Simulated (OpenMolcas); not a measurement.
# doublet C2H6AlCl+: levels of theory compared

Wanted: a comparison of 6 runs (UHF/cc-pVDZ, UB3LYP/6-31G*, U-revPBE/cc-pVDZ, UTPSS/cc-pVDZ, ROMP2/cc-pVDZ, ROCCSD(T)/cc-pVDZ) of doublet C2H6AlCl+. 

The calculation is run with OpenMolcas 26.06.

## 1. The molecule

C2H6AlCl+ has 10 atoms, charge +1, and is taken as a doublet. As SMILES of the parent species, `[CH3][Al]([CH3])[Cl]`. The shape is that of a PBE0-D4/def2-TZVP optimisation. That shape belongs to the parent species and isn't relaxed for this state.

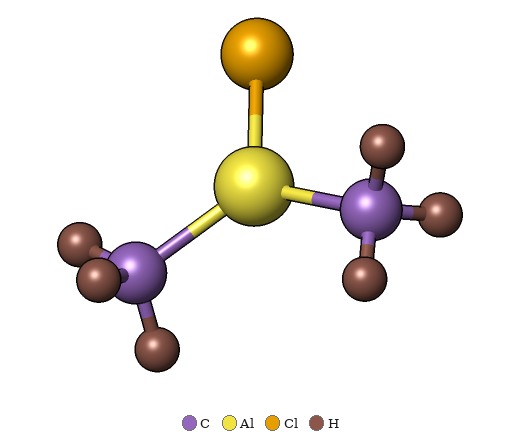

The structure, seen from a chosen angle (carbon purple, aluminium yellow, chlorine amber, hydrogen brown).

## 2. The energy at UHF/cc-pVDZ (run 1)

File mol.input:

```
* C2H6AlCl Hartree-Fock

&GATEWAY
  BasLib=$CurrDir
  Coord
  10
  angstrom
  C       -0.517700       1.358200      -0.989200
  Al      -0.252300      -0.446600      -0.322400
  C        0.742200      -0.932200       1.273500
  Cl      -1.112300      -2.038200      -1.415400
  H       -1.121400       1.383800      -1.898300
  H       -1.010200       1.981400      -0.235400
  H        0.443800       1.835600      -1.206000
  H        0.102400      -1.471200       1.979300
  H        1.158700      -0.063300       1.788800
  H        1.566900      -1.607500       1.025200
  Basis=cc-pVDZ
  Group=NoSym

&SEWARD

&SCF
  UHF
  Charge=1
  Spin=2
  Thresholds=1e-10 1e-07 1e-07 1e-05
  PrOrbitals=1 2
```

The basis set cc-pVDZ is read from a file made from the Basis Set Exchange's data (not shown).

Started as:

```
$ export MOLCAS_MEM=1860
$ pymolcas mol.input > mol.log
```

The program printed:

```text
--- Start Module: gateway ---
[...]
--- Stop Module: gateway /rc=_RC_ALL_IS_WELL_ ---
--- Start Module: seward ---
[...]
      Basis functions           94
--- Stop Module: seward /rc=_RC_ALL_IS_WELL_ ---
[...]
--- Start Module: scf ---
[...]
       Convergence after  27 Iterations
[...]
::    Total SCF energy                               -780.3908538369
[...]
      Total spin, S                                     0.5356910779
[...]
      Total electronic charge=   47.000000
      Total            charge=    1.000000
[...]
      Dipole Moment (debye):
      Origin of the operator (angstrom)=   -0.4550   -0.8276   -0.5796
                   X=  2.8767E+00               Y=  5.1450E+00               Z=  3.6783E+00           Total=  6.9481E+00
      Center of Charge (angstrom)
[...]
--- Stop Module: scf /rc=_RC_ALL_IS_WELL_ ---
[...]
```

It took 11 s on 1 thread of Intel Xeon 6975P-C (Granite Rapids), shared host; peak memory 0.52 GiB.

## 3. The energy at UB3LYP/6-31G(d) (Cartesian functions) (run 2)

File mol.input:

```
&gateway
 baslib=$CurrDir
 coord
 10
 angstrom
 C       -0.517700       1.358200      -0.989200
 Al      -0.252300      -0.446600      -0.322400
 C        0.742200      -0.932200       1.273500
 Cl      -1.112300      -2.038200      -1.415400
 H       -1.121400       1.383800      -1.898300
 H       -1.010200       1.981400      -0.235400
 H        0.443800       1.835600      -1.206000
 H        0.102400      -1.471200       1.979300
 H        1.158700      -0.063300       1.788800
 H        1.566900      -1.607500       1.025200
 basis=6-31Gs
 group=NoSym

&seward
 gridinput
 Grid=UltraFine
 End of Grid

&scf
 uhf
 charge=1
 spin=2
 ksdft=B3LYP
 thresholds=1e-10 1e-07 1e-07 1e-05
 prorbitals=1 2
```

The basis set 6-31G* is read from a file made from the Basis Set Exchange's data (not shown).

Started as:

```
$ export MOLCAS_MEM=1860
$ pymolcas mol.input > mol.log
```

The program printed:

```text
--- Start Module: gateway ---
[...]
--- Stop Module: gateway /rc=_RC_ALL_IS_WELL_ ---
--- Start Module: seward ---
[...]
      Basis functions           80
--- Stop Module: seward /rc=_RC_ALL_IS_WELL_ ---
[...]
--- Start Module: scf ---
[...]
       Convergence after  20 Iterations
[...]
::    Total KS-DFT energy                            -782.1873674691
[...]
      Total spin, S                                     0.5040316699
[...]
      Total electronic charge=   47.000000
      Total            charge=    1.000000
[...]
      Dipole Moment (debye):
      Origin of the operator (angstrom)=   -0.4550   -0.8276   -0.5796
                   X=  2.0345E+00               Y=  3.7073E+00               Z=  2.5913E+00           Total=  4.9596E+00
      Center of Charge (angstrom)
[...]
--- Stop Module: scf /rc=_RC_ALL_IS_WELL_ ---
[...]
```

Run time: 38 s. Hardware: 1 thread of Intel Xeon 6975P-C (Granite Rapids), shared host; peak memory 0.45 GiB.

## 4. The energy at U-revPBE/cc-pVDZ (run 3)

File run.inp:

```
* C2H6AlCl Kohn-Sham DFT
&GATEWAY
BasLib = $CurrDir
Coord
10
bohr
C     -0.97831121     2.56662602    -1.86931708
Al    -0.47677790    -0.84395169    -0.60924770
C      1.40255473    -1.76160269     2.40656622
Cl    -2.10194237    -3.85163979    -2.67471836
H     -2.11913888     2.61500301    -3.58726710
H     -1.90900133     3.74430334    -0.44484153
H      0.83866045     3.46878127    -2.27900971
H      0.19350796    -2.78016507     3.74033492
H      2.18962566    -0.11961966     3.38034209
H      2.96101186    -3.03773475     1.93734722
Basis = cc-pVDZ
Group = NoSym
&SEWARD
GridInput
Grid=UltraFine
End of Grid
&SCF
UHF
Charge = 1
Spin = 2
KSDFT = revPBE
Thresholds = 1e-10 1e-07 1e-07 1e-05
PrOrbitals = 1 1
```

The basis set cc-pVDZ is read from a file made from the Basis Set Exchange's data (not shown).

Started as:

```
$ export MOLCAS_MEM=1860
$ pymolcas run.inp > run.log
```

The program printed:

```text
--- Start Module: gateway ---
[...]
--- Stop Module: gateway /rc=_RC_ALL_IS_WELL_ ---
--- Start Module: seward ---
[...]
      Basis functions           94
--- Stop Module: seward /rc=_RC_ALL_IS_WELL_ ---
[...]
--- Start Module: scf ---
[...]
       Convergence after  24 Iterations
[...]
::    Total KS-DFT energy                            -782.0262201672
[...]
      Total spin, S                                     0.5016608525
[...]
      Total electronic charge=   47.000000
      Total            charge=    1.000000
[...]
      Dipole Moment (debye):
      Origin of the operator (angstrom)=   -0.4550   -0.8276   -0.5796
                   X=  1.8507E+00               Y=  3.3666E+00               Z=  2.3575E+00           Total=  4.5074E+00
      Center of Charge (angstrom)
[...]
--- Stop Module: scf /rc=_RC_ALL_IS_WELL_ ---
[...]
```

Run time: 74 s. Hardware: 1 thread of Intel Xeon 6975P-C (Granite Rapids), shared host; peak memory 0.52 GiB.

Runs 4 to 5 aren't shown in full; the table further down has their settings and results.

## 5. A single-point energy at ROCCSD(T)/cc-pVDZ (run 6)

File input.xyz:

```xyz
10

C     -0.517700     1.358200    -0.989200
Al    -0.252300    -0.446600    -0.322400
C      0.742200    -0.932200     1.273500
Cl    -1.112300    -2.038200    -1.415400
H     -1.121400     1.383800    -1.898300
H     -1.010200     1.981400    -0.235400
H      0.443800     1.835600    -1.206000
H      0.102400    -1.471200     1.979300
H      1.158700    -0.063300     1.788800
H      1.566900    -1.607500     1.025200
```

File test.input:

```
>>> EXPORT MOLCAS_PRINT=2

&GATEWAY
  BASLIB=$CurrDir
  COORD=input.xyz
  BASIS=cc-pVDZ
  GROUP=NoSym

&SEWARD

&SCF
  UHF
  CHARGE=1
  SPIN=2
  THRESHOLDS=1e-10 1e-07 1e-07 1e-05
  PRORBITALS=0

&RASSCF
  FILEORB=$Project.UnaOrb
  SPIN=2
  NACTEL=1 0 0
  INACTIVE=23
  RAS2=1
  OUTORBITALS=Canonical
  ORBLISTING=NoCore

&MOTRA
  JOBIPH
  FROZEN=12

&CCSDT
  CCT
  TRIPLES=3
  ITERATIONS=80
  ACCURACY=1e-08
  EXTRAPOLATION=5 4
```

The basis set cc-pVDZ is read from a file made from the Basis Set Exchange's data (not shown).

Started as:

```
$ export MOLCAS_MEM=1860
$ pymolcas test.input > test.log
```

The program printed:

```text
--- Start Module: gateway ---
[...]
--- Stop Module: gateway /rc=_RC_ALL_IS_WELL_ ---
[...]
      Basis functions           94
[...]
       Convergence after  27 Iterations
[...]
::    Total SCF energy                               -780.3908538369
[...]
      Total spin, S                                     0.5356910779
[...]
      Number of active orbitals                  1
[...]
      Spin quantum number                      0.5
[...]
      Active orbitals                            1
[...]
      Number of CSFs                             1
[...]
      Number of root(s) required                 1
[...]
      Convergence after 24 iterations
[...]
      printout of CI-coefficients larger than  0.05 for root  1
      energy=    -780.382000
      conf/sym  1     Coeff  Weight
             1  u   1.00000 1.00000
      Natural orbitals and occupation numbers for root  1
      sym 1:   1.000000
      ************************************************************************************************************************
      *                                                    Final results                                                     *
[...]
::    RASSCF root number  1 Total energy:   -780.38199993
[...]
      Total electronic charge=   47.000000
      Total            charge=    1.000000
[...]
      Dipole Moment (debye):
      Origin of the operator (angstrom)=   -0.4550   -0.8276   -0.5796
                   X=  3.9898E+00               Y=  2.9499E+00               Z=  5.7021E+00           Total=  7.5587E+00
      Center of Charge (angstrom)
[...]
--- Start Module: motra ---
[...]
      *** WARNING: Default frozen orbitals is overwritten by user input.
      *** Default values:   9
[...]
--- Stop Module: motra /rc=_RC_ALL_IS_WELL_ ---
[...]
--- Start Module: ccsdt ---
[...]
      Convergence after                    36  Iterations
      Total energy (diff) :    -780.91391455      -0.00000000
[...]
 METHOD                       : CCSD+T(CCSD)+<T3(1)WT1>+<T3(1)UT2> = CCSD(T)
[...]
       CCSD     =      -780.9139145482781
[...]
--- Stop Module: ccsdt /rc=_RC_ALL_IS_WELL_ ---
[...]
```

Wall time 94 s (1 thread of Intel Xeon 6975P-C (Granite Rapids), shared host); peak memory 0.52 GiB.

## 6. Overview of the runs

```csv
run,level,Cartesian functions,integration grid,energy (Eh),HOMO energy (eV),LUMO energy (eV),⟨S²⟩,wall time
1,UHF/cc-pVDZ,no,–,-780.390854,-16.41,-8.20,0.823,11 s
2,UB3LYP/6-31G* (Cartesian functions),yes,UltraFine,-782.187367,-14.05,-11.97,0.758,38 s
3,U-revPBE/cc-pVDZ,no,UltraFine,-782.026220,-13.10,-12.31,0.753,74 s
4,UTPSS/cc-pVDZ,no,UltraFine,-782.246362,-13.28,-12.32,0.755,1.8 min
5,ROMP2/cc-pVDZ,no,–,-780.859416,–,–,–,23 s
6,ROCCSD(T)/cc-pVDZ,no,–,-780.930459,–,–,–,94 s
```

## 7. Outcome

| quantity | value |
| --- | --- |
| run 6: total energy | -780.93046 Eh |
| run 6: (T) correction | -16.54 mEh |

**Reading.** Totals of different functionals can't be ranked against each other. All runs together took 5.8 min, the longest 1.8 min.
